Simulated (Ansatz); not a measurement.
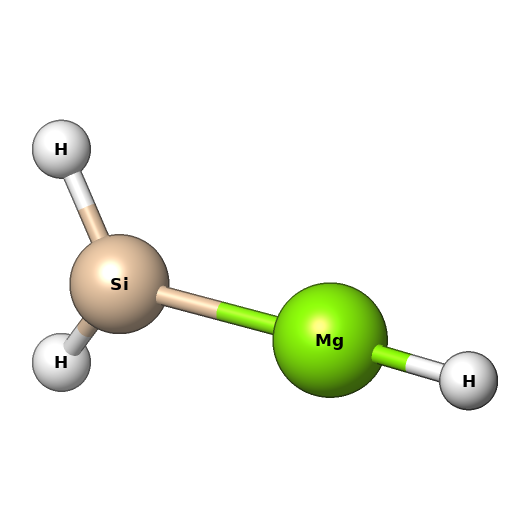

The picture shows a molecular structure as a ball-and-stick model. Every bond is drawn as one stick, whatever its order.

Charge 0, doublet. Computed geometry: PBE0-D4/def2-TZVP optimisation. No frequency run is at hand to confirm it as a minimum.

Question: Give the formula.

Answer: H₃MgSi, 5 atoms: 3 hydrogen, 1 magnesium and 1 silicon.

Question: How many bonds of each kind are drawn?

Answer: 2 Si–H, 1 Mg–Si, 1 Mg–H. Sticks follow a distance rule.

More results for the same structure follow; atom numbers are the same in all pictures, views and colours differ.

## Electronic properties

No frequency run is at hand to confirm it as a minimum. Level of theory: UKS PBE0-D4/def2-TZVPP (Ansatz 0.2.0).

Computed properties:

- HOMO energy (Kohn–Sham orbital): −5.53 eV
- ⟨S²⟩ of the determinant: 0.757

## Dipole moment

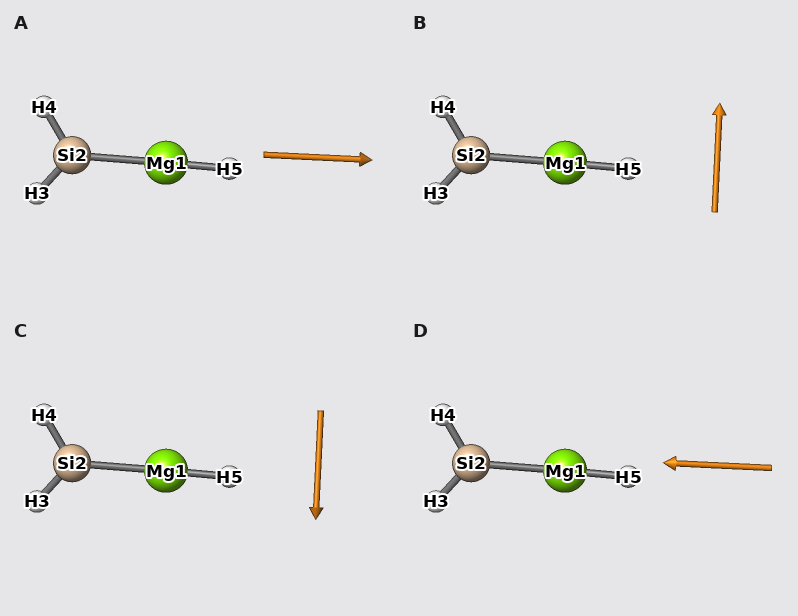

The same molecule four times, each with an arrow. No frequency run is at hand to confirm it as a minimum. Properties computed with UKS PBE0-D4/def2-TZVP (Ansatz 0.2.0).

Question: Which arrow points along the dipole moment, from the negative to the positive end?

Answer: A. The dipole moment is 0.39 D; it points from the side of H3, H4 to the side of H5 (the outermost atoms at the two ends).

## Charges

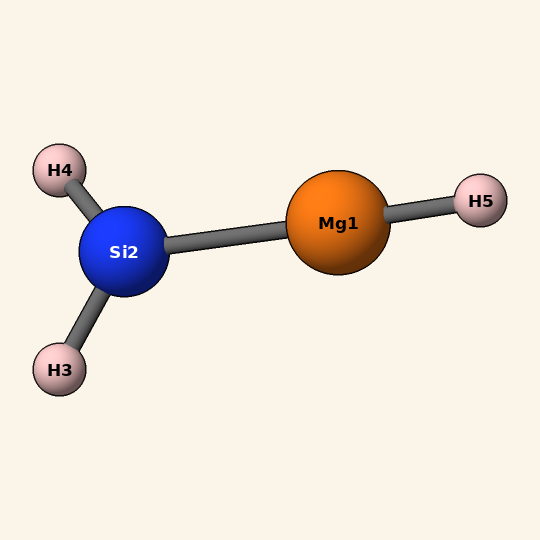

The questions are on Mulliken charges. No frequency run is at hand to confirm it as a minimum. Properties computed with UKS PBE0-D4/def2-TZVP (Ansatz 0.2.0).

Give the Mulliken charges atom by atom.

```csv
atom,value (e)
Mg1,0.39
Si2,−0.26
H3,0.00
H4,0.00
H5,−0.13
```

Mulliken values depend strongly on the basis set and can even reverse the polarity of a bond.
